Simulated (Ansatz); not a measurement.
Band structure of Os (I4_1/amd, 2 atoms in the cell).

```
Os
1.0
   -2.37520     2.37520     1.29594
    2.37520    -2.37520     1.29594
    2.37520     2.37520    -1.29594
Os
2
Direct
  0.75000   0.25000   0.50000
  0.00000   0.00000   0.00000
```

Level of theory: PBE (plane waves, PAW; Ansatz, an electronic-structure program).

Settings: basis.ecutwfc = 420 eV; kpoints.mp_grid.grid = 19 19 19; hamiltonian.xc = pbe; hamiltonian.pseudopotentials = {kind: paw} (the program's default PAW files); scf.occupations.method = fermi_dirac; scf.occupations.width = 0.05 eV; kpoints.band_path.npoints = 10.

The starting cell was generated: these elements placed on a structure prototype, without a prior relaxation; it need not be a known phase or ordering of this composition. Its lattice was rescaled by a random factor within 2.5 % of one. Spin-orbit coupling is off. Spin polarisation is off.

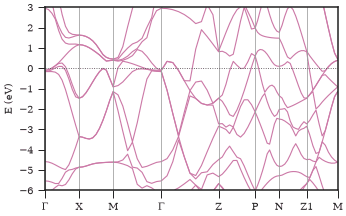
Figure: Bands along the path, energies from the Fermi level.

Levels in eV from the Fermi level, bands 13 to 19:
```json
[
 {"point": "Γ", "13": "-4.59", "14": "-0.17", "15": "-0.17", "16": "-0.10", "17": "-0.10", "18": "2.95", "19": "4.67"},
 {"point": "X", "13": "-3.36", "14": "-3.36", "15": "-1.47", "16": "-1.47", "17": "1.16", "18": "1.16", "19": "1.63"},
 {"point": "M", "13": "-1.15", "14": "-1.15", "15": "-0.92", "16": "-0.92", "17": "0.39", "18": "0.39", "19": "0.45"},
 {"point": "Z", "13": "-2.85", "14": "-2.73", "15": "-1.47", "16": "-1.47", "17": "0.81", "18": "0.84", "19": "5.97"},
 {"point": "P", "13": "-2.14", "14": "-2.14", "15": "0.60", "16": "0.60", "17": "1.97", "18": "1.97", "19": "5.59"},
 {"point": "N", "13": "-2.50", "14": "-2.02", "15": "-1.36", "16": "0.09", "17": "1.48", "18": "1.76", "19": "4.78"},
 {"point": "Z1", "13": "-2.85", "14": "-2.73", "15": "-1.47", "16": "-1.47", "17": "0.81", "18": "0.84", "19": "5.97"}
]
```

Bands cross the Fermi level along this path, so the cell is metallic at this level.

Keys are those of Ansatz 0.2.
